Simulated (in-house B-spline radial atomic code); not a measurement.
# La⁺: excited configurations

Aim: the energies of several excited configurations of La⁺ above a reference configuration, each from its own self-consistent run.

Method: Dirac-Hartree-Fock, average of configuration, Fermi nucleus, basis-set limit. Code: in-house B-spline radial atomic code version 1.

**1. The atom as given**

* element: lanthanum (Z = 57)
* charge: +1
* electrons: 56
* configuration: [Xe] 5d2
* Hamiltonian: Dirac-Coulomb
* nucleus: Fermi, rms radius 4.855 fm

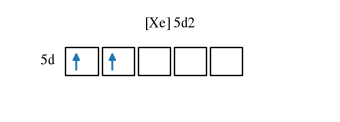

Outer shells as boxes.

The boxes draw the filling by Hund's rule, which heavy ions in jj coupling don't follow; these runs average over all states of the configuration.

The run's settings:

```ini
Z = 57
electrons = 56.0
configuration = [Xe] 5d2
hamiltonian = dirac
method = hf
spin_polarised = False
nucleus = fermi
rms_radius = 4.855
mass_number = 139
atomic_mass = 138.906362927
speed_of_light = 137.035999084
```

The reference is known from an earlier run: -8493.469088 hartree in all. Up to eight levels, counted from the top:

```
orbital  occupation  energy (eV)  <r> (bohr)
  4p3/2           4      -227.37      0.7000
  4d3/2           4      -124.99      0.7622
  4d5/2           6      -121.88      0.7718
  5s1/2           2      -52.852       1.585
  5p1/2           2      -34.190       1.771
  5p3/2           4      -31.503       1.846
  5d3/2         0.8      -10.270       2.894
  5d5/2         1.2      -10.143       2.939
```

**2. Configuration [Kr] 4d9 5s2 5p6 5d2 7f1**

The run's settings:

```ini
Z = 57
electrons = 56.0
configuration = [Kr] 4d9 5s2 5p6 5d2 7f1
hamiltonian = dirac
method = hf
spin_polarised = False
nucleus = fermi
rms_radius = 4.855
mass_number = 139
atomic_mass = 138.906362927
speed_of_light = 137.035999084
```

**3. Configuration [Kr] 4d9 5s2 5p6 5d2 9d1**

The settings differ from step 2 so:

```diff
@@ -2,3 +2,3 @@
 electrons = 56.0
-configuration = [Kr] 4d9 5s2 5p6 5d2 7f1
+configuration = [Kr] 4d9 5s2 5p6 5d2 9d1
 hamiltonian = dirac
```

**4. Configuration [Kr] 4d9 5s2 5p6 5d2 5g1**

The settings differ from step 3 so:

```diff
@@ -2,3 +2,3 @@
 electrons = 56.0
-configuration = [Kr] 4d9 5s2 5p6 5d2 9d1
+configuration = [Kr] 4d9 5s2 5p6 5d2 5g1
 hamiltonian = dirac
```

**5. Run with [Kr] 4d10 5s2 5p5 5d2 8g1**

The settings differ from step 4 so:

```diff
@@ -2,3 +2,3 @@
 electrons = 56.0
-configuration = [Kr] 4d9 5s2 5p6 5d2 5g1
+configuration = [Kr] 4d10 5s2 5p5 5d2 8g1
 hamiltonian = dirac
```

**6. Configuration [Kr] 4d9 5s2 5p6 5d2 8s1**

The settings differ from step 5 so:

```diff
@@ -2,3 +2,3 @@
 electrons = 56.0
-configuration = [Kr] 4d10 5s2 5p5 5d2 8g1
+configuration = [Kr] 4d9 5s2 5p6 5d2 8s1
 hamiltonian = dirac
```

**7. Configuration [Xe] 5d1 8p1**

The settings differ from step 6 so:

```diff
@@ -2,3 +2,3 @@
 electrons = 56.0
-configuration = [Kr] 4d9 5s2 5p6 5d2 8s1
+configuration = [Xe] 5d1 8p1
 hamiltonian = dirac
```

Before running: How far above the reference does each configuration lie (order and size, in eV)?

**Answer**, as computed:

| net move | configuration | energy above the reference (eV) | with Breit, QED, recoil (eV) | largest <r> (bohr) |
| --- | --- | --- | --- | --- |
| 5d → 8p | [Xe] 5d1 8p1 | 7.430 | 7.440 | 16.9 |
| 5p → 8g | [Kr] 4d10 5s2 5p5 5d2 8g1 | 30.150 | 30.124 | 42.9 |
| 4d → 8s | [Kr] 4d9 5s2 5p6 5d2 8s1 | 114.28 | 114.31 | 14.4 |
| 4d → 5g | [Kr] 4d9 5s2 5p6 5d2 5g1 | 114.97 | 115.00 | 13.7 |
| 4d → 7f | [Kr] 4d9 5s2 5p6 5d2 7f1 | 115.63 | 115.66 | 23.9 |
| 4d → 9d | [Kr] 4d9 5s2 5p6 5d2 9d1 | 115.87 | 115.90 | 30.6 |

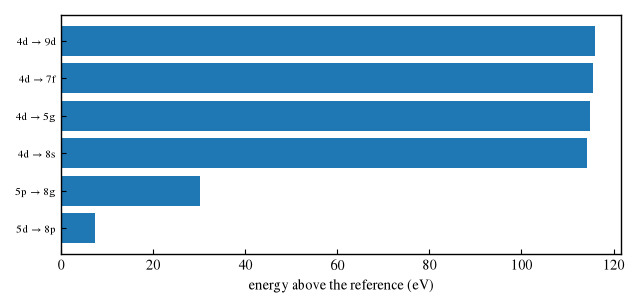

Energy of each configuration above the reference.

Quantum defects of the promoted electron, δ = n − ζ/√(−2ε) with ζ = 2 and ε its orbital energy in hartree:

| promotion | δ |
| --- | --- |
| 5d → 8p | 3.218 |
| 5p → 8g | 0.004 |
| 4d → 8s | 3.644 |
| 4d → 7f | 1.008 |
| 4d → 9d | 2.491 |

What this shows: At the bottom stands 5d → 8p (7.430 eV), at the top 4d → 9d (115.87 eV). Koopmans' estimate of the ionisation threshold is 10.143 eV; 5 configurations exceed it by over 2 % and could autoionise. Of those tabulated, the defect is largest for 8s (3.64) and least for 8g (0.00): low angular momentum penetrates the core, high angular momentum stays outside it. Two partly filled shells share a symmetry and can mix in the average, which may lower the energy, for: 4d → 8s; 4d → 5g; 4d → 7f; 4d → 9d. These are averages over configurations, without correlation, not spectroscopic levels.
